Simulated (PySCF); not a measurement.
## Run report: SiNH$_{3}$Cl$_{2}$, excited-state calculation

- system: SiNH$_{3}$Cl$_{2}$
- method: CIS/cc-pVTZ, RHF (PySCF 2.14.0)

The geometry comes from this level: PBE0-D4/def2-TZVP.

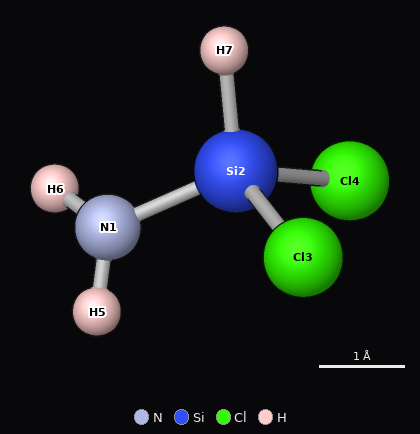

Figure 1. The structure (ball-and-stick view, seen at a tilt; atoms are numbered from 1 in the order of the input). Bond lengths as drawn: Cl–Si 2.04 to 2.06 Å, H–N 1.01 Å, H–Si 1.47 Å and N–Si 1.69 Å.

### Results in brief

```csv
quantity,value
outcome,converged
total energy,−1264.352766 hartree
basis functions,174
HOMO of the SCF reference,−11.74 eV
LUMO of the SCF reference,3.50 eV
lowest excitation,8.40 eV
hardware,"1 thread of Intel Xeon @ 2.50GHz (Skylake/Cascade Lake), 189 GiB of memory available, shared host"
wall time,10 min
peak memory,1.1 GiB
```

### Input (calc.py)
```python
from pyscf import gto, scf, tdscf

mol = gto.M(
    atom='''
N       -0.051800       1.099600      -0.066300
Si       0.221700      -0.569500      -0.034800
Cl       0.681000      -1.079600       1.887200
Cl      -1.383000      -1.725700      -0.595200
H       -0.591000       1.544900       0.658900
H       -0.138200       1.580900      -0.947500
H        1.322600      -0.918600      -0.947800
''',
    basis='cc-pvtz',
    verbose=3,
    max_memory=1860,
)

mf = scf.RHF(mol)
mf.conv_tol = 1e-10
mf.kernel()
if not mf.converged:
    mf = mf.newton().run(mf.mo_coeff, mf.mo_occ)

e_final = mf.e_tot
print(f'total energy: {e_final:.8f} hartree')

td = tdscf.TDA(mf)
td.nstates = 3
td.kernel()
td.analyze()
roots = td.e * 27.211386
osc = td.oscillator_strength()
print('state   eV      nm      f')
for i, (w, f) in enumerate(zip(roots, osc), 1):
    print('%3d %9.4f %8.1f %9.5f' % (i, w, 1239.842 / w, f))
```

Command:
```bash
OMP_NUM_THREADS=1 python calc.py
```

### Log
```
converged SCF energy = -1264.35276645149
total energy: -1264.35276645 hartree
Excitation energies (eV)
[8.4022232  9.54872147 9.83675491]

** Singlet excitation energies and oscillator strengths **
state   eV      nm      f
  1    8.4022    147.6   0.04196
  2    9.5487    129.8   0.00290
  3    9.8368    126.0   0.01615
```

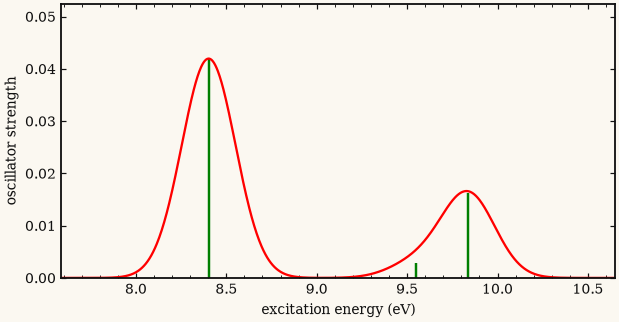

Figure 2. Computed excitations as sticks (degenerate states added up, dark ones marked on the axis), with a Gaussian envelope of 0.35 eV full width at half maximum, scaled to the tallest. Of the 3 states the lowest lies at 8.40 eV (f = 0.042); the strongest line is at 8.40 eV, or 148 nm (f = 0.042).

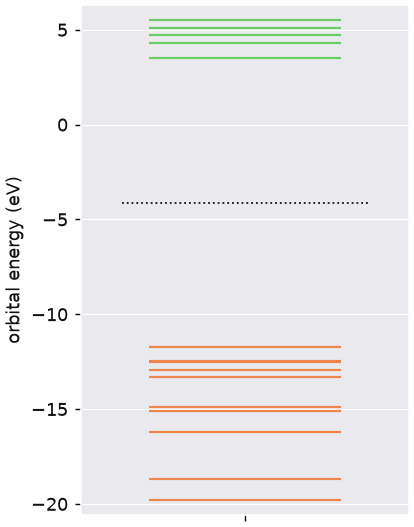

Figure 3. Orbital energies near the frontier (SCF reference); the dotted line parts filled from empty levels, and levels within 0.02 eV of each other stand side by side. Highest filled −11.74 eV, lowest empty 3.50 eV, 15.24 eV apart.
